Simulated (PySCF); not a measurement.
# One shape, several levels: CH5AlO (SMILES [CH3][AlH][OH])

Aim: a comparison of 5 runs (B3LYP/6-31G*, PBE0/def2-SVP, wB97X/cc-pVDZ, MP2/6-31G, CCSD/6-31G*) of CH5AlO. 

The results are computed with PySCF 2.14.0.

### Step 1. The molecule

CH5AlO has 8 atoms, charge 0, and is taken as a singlet. As SMILES, `[CH3][AlH][OH]`. Geometry: relaxed at PBE0-D4/def2-TZVP. This is one conformer, not always the lowest.

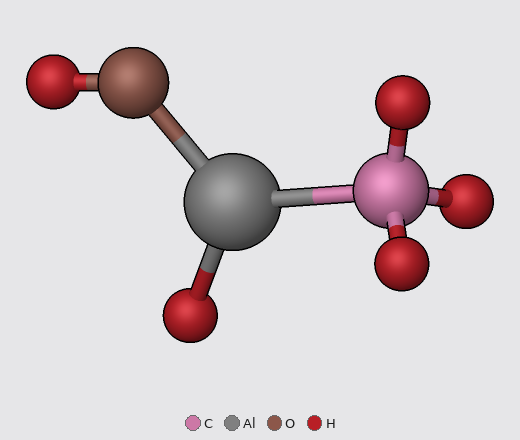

Viewed from a chosen angle; carbon pink, aluminium grey, oxygen brown, hydrogen red.

### Step 2. Energy and gradient at B3LYP/6-31G(d) (Cartesian functions) (run 1)

Contents of input.xyz:

```xyz
8

C     -0.777900     0.982200    -0.070900
Al     0.579700    -0.394200    -0.239900
O      0.544600    -1.676400     0.876800
H     -0.325100     1.954500     0.149300
H     -1.491400     0.755400     0.724300
H     -1.335700     1.105000    -1.004800
H      1.716800    -0.394500    -1.350200
H      1.181200    -2.389100     0.859500
```

Contents of job.py:

```python
from pyscf import gto, dft

mol = gto.M(
    atom='input.xyz',
    basis='6-31g*',
    max_memory=1860,
    verbose=3,
    cart=True,
    spin=0,
    charge=0,
)

calc0 = dft.RKS(mol)
calc0.xc = 'b3lyp'
calc0.grids.level = 5
calc0.conv_tol = 1e-10
calc0.kernel()
if not calc0.converged:
    calc0 = calc0.newton().run(calc0.mo_coeff, calc0.mo_occ)

e_final = calc0.e_tot
print('E = %.10f Eh' % e_final)
grad = calc0.nuc_grad_method().kernel()
calc0.analyze()
```

Started as:

```console
OMP_NUM_THREADS=1 python job.py
```

What it wrote:

```text
converged SCF energy = -358.819249519696
[... 18 lines left out ...]
MO #9   energy= -0.674053328015218 occ= 2
[... 9 lines left out ...]
MO #19  energy= 0.0423863567718508 occ= 0
[... 9 lines left out ...]
MO #29  energy= 0.458457443630913  occ= 0
[... 9 lines left out ...]
MO #39  energy= 0.912962585077115  occ= 0
[... 9 lines left out ...]
MO #49  energy= 1.78429422166002   occ= 0
[... 9 lines left out ...]
MO #59  energy= 4.18438713194728   occ= 0
[... 9 lines left out ...]
Dipole moment(X, Y, Z, Debye):  0.54886, -0.17471, -0.37929
```

It took 13 s on 1 thread of Arm Neoverse V2, shared host; peak memory 0.6 GiB.

### Step 3. Energy and forces at PBE0/def2-SVP (run 2)

Contents of mol.xyz:

```xyz
8
CH5AlO
C     -0.777900     0.982200    -0.070900
Al     0.579700    -0.394200    -0.239900
O      0.544600    -1.676400     0.876800
H     -0.325100     1.954500     0.149300
H     -1.491400     0.755400     0.724300
H     -1.335700     1.105000    -1.004800
H      1.716800    -0.394500    -1.350200
H      1.181200    -2.389100     0.859500
```

Contents of run.py:

```python
# [CH3][AlH][OH]
from pyscf import gto, dft

molecule = gto.Mole()
molecule.atom = 'mol.xyz'
molecule.max_memory = 1860
molecule.verbose = 4
molecule.basis = 'def2-svp'
molecule.build()

mf = dft.RKS(molecule, xc='pbe0')
mf.conv_tol = 1e-10
mf.grids.level = 5
mf.kernel()
if not mf.converged:
    mf = mf.newton().run(mf.mo_coeff, mf.mo_occ)

e_final = mf.e_tot
print('E(%s) = %.9f' % ('PBE0', e_final))
grad = mf.nuc_grad_method().kernel()
dip = mf.dip_moment()
pop, q = mf.mulliken_pop()
```

Started as:

```console
OMP_NUM_THREADS=1 python run.py
```

What it wrote:

```text
PySCF version 2.14.0

[... 75 lines left out ...]
converged SCF energy = -358.403839539693
[... 13 lines left out ...]
Dipole moment(X, Y, Z, Debye):  0.52775, -0.21085, -0.32865
[... 80 lines left out ...]
charge of    7H =      0.18823
```

Run time: 15 s. Hardware: 1 thread of Arm Neoverse V2, shared host; peak memory 0.7 GiB.

Runs 3 to 4 aren't shown in full; the table further down has their settings and results.

### Step 4. The energy at CCSD/6-31G(d) (spherical functions) (run 5)

Contents of run.py:

```python
# [CH3][AlH][OH]
from pyscf import gto, scf, cc

mol = gto.M(
    atom='''
C     -1.470018     1.856089    -0.133982
Al     1.095474    -0.744930    -0.453345
O      1.029145    -3.167937     1.656912
H     -0.614350     3.693470     0.282136
H     -2.818338     1.427499     1.368729
H     -2.524107     2.088147    -1.898797
H      3.244282    -0.745497    -2.551508
H      2.232144    -4.514745     1.624220
''',
    charge=0,
    basis='6-31g*',
    unit='bohr',
    spin=0,
    verbose=4,
    max_memory=1860,
)

mf = scf.RHF(mol)
mf.conv_tol = 1e-10
mf.kernel()
if not mf.converged:
    mf = mf.newton().run(mf.mo_coeff, mf.mo_occ)

mycc = cc.CCSD(mf, frozen=7)
mycc.kernel()
etot = mycc.e_tot
print(f'total energy: {etot:.8f} hartree')
dip = mf.dip_moment()
pop, q = mf.mulliken_pop()
```

Started as:

```console
OMP_NUM_THREADS=1 python run.py
```

What it wrote:

```text
PySCF version 2.14.0

[... 62 lines left out ...]
converged SCF energy = -357.587792625539
[... 12 lines left out ...]
Init t2, MP2 energy = -357.951953017505  E_corr(MP2) -0.364160391966047
[... 11 lines left out ...]
CCSD converged
[... 1 line left out ...]
total energy: -357.98164569 hartree
Dipole moment(X, Y, Z, Debye):  0.74346, -0.12810, -0.61148
[... 65 lines left out ...]
charge of    7H =      0.46610
```

Run time: 2.2 s. Hardware: 1 thread of Arm Neoverse V2, shared host; peak memory 0.16 GiB.

### Step 5. Overview of the runs

| run | level | Cartesian functions | integration grid | energy (Eh) | dipole moment (D) of the reference | HOMO energy (eV) | LUMO energy (eV) | wall time |
| --- | --- | --- | --- | --- | --- | --- | --- | --- |
| 1 | B3LYP/6-31G* (Cartesian functions) | yes | 5 | -358.819250 | 0.69 | -7.57 | -0.46 | 13 s |
| 2 | PBE0/def2-SVP | no | 5 | -358.403840 | 0.66 | -7.89 | -0.27 | 15 s |
| 3 | wB97X/cc-pVDZ | no | 5 | -358.778515 | 0.65 | -10.28 | 1.62 | 22 s |
| 4 | MP2/6-31G | no | – | -357.782559 | 1.48 | -11.10 | 2.09 | 2.4 s |
| 5 | CCSD/6-31G* (spherical functions) | no | – | -357.981646 | 0.97 | -11.05 | 2.29 | 2.2 s |

### Step 6. Results

| quantity | value |
| --- | --- |
| run 5: total energy | -357.98165 Eh |
| run 5: dipole moment (Hartree–Fock density) | 0.97 D |
| run 5: HOMO energy (Hartree–Fock orbitals) | -11.05 eV |
| run 5: LUMO energy (Hartree–Fock orbitals) | 2.29 eV |
| run 5: HOMO–LUMO gap (Hartree–Fock orbitals) | 13.33 eV |
| run 5: correlation energy (7 core orbitals frozen) | -393.9 mEh |
| run 5: T1 diagnostic | 0.013 |

In words: Over runs 1, 2, 3 the dipole moment (its size) runs from 0.65 D (wB97X/cc-pVDZ) to 0.69 D (B3LYP/6-31G*). The two ends differ in method and basis. Over runs 1, 2, 3 the HOMO–LUMO gap runs from 7.10 eV (B3LYP/6-31G*) to 11.90 eV (wB97X/cc-pVDZ). Totals of different functionals can't be ranked against each other. All runs together took 55 s, the longest 22 s.
